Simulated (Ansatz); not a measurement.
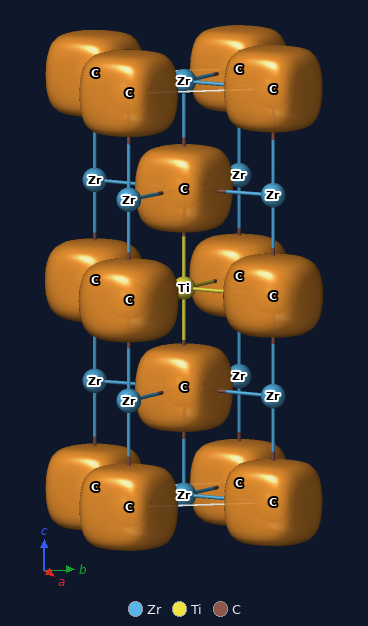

Figure. Zr3TiC4. Isosurface of the ELF at 0.6 (orange), seen slightly off an axis. Only the valence region is drawn (cores and ρ < 0.01 e/Å³ removed). Sticks mark near contacts.

Space group P4/mmm; a structure generated by program, which may or may not match a known phase; computed without spin polarisation.

Theory: DFT PBE, scalar-relativistic, plane waves, PAW in Ansatz 0.2.0.

Core electrons are frozen (PAW), and the valence fields are smoothed inside the atomic spheres.

Question: Identify the bonds, lone pairs and shells in this picture.

Answer: At this value the surface marks out four regions wrapped around C (the valence shell of each), counted in one cell of 8 atoms. Any copies at cell faces, edges or corners count once. Profiles from the grid: Ti–C (2.22 Å): the ELF peaks at about 0.80 in the valence shell of C, 0.7 Å from its nucleus, and is about 0.30 at the midpoint. Zr–C (2.24 Å): the ELF peaks at about 0.80 in the valence shell of C, 0.6 Å from its nucleus, and drops to about 0.25 between the two atoms (no shared electron pair shows on this line).

Question: Which way does charge flow, and how much by Bader's partition?

Answer: Electrons move from Zr and Ti towards C. Bader charges: Zr +1.89, Ti +1.70 and C −1.88 to −1.78 e.
